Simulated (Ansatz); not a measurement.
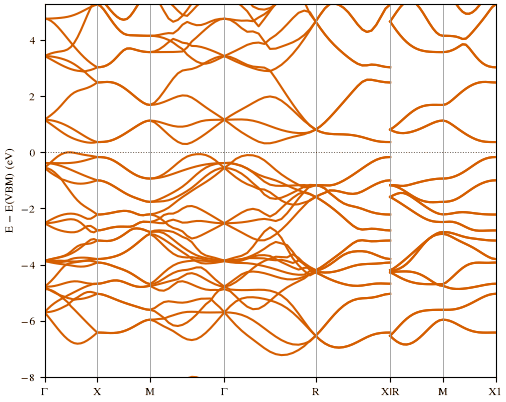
Figure: Band structure from DFT-r²SCAN in the program Ansatz with PAW potentials

The gap is 0.29 eV; an edge lies off the plotted path or next to a special point (maximum on the Γ–X line, 47 % of the way from Γ, minimum off the standard path).

Task: Pick the material that matches.
A) SrTiO3, cubic perovskite
B) BaTiO3, cubic perovskite
C) SiRu, P2_13 (Si on 4a, Ru on 4a)

Result: C, SiRu, P2_13 (Si on 4a, Ru on 4a)

The r²SCAN relaxation kept the symmetry of its start. The run is not spin-polarised. Spin–orbit coupling is left out wherever it is not named.

Potentials: the earlier of the program's two PAW sets.
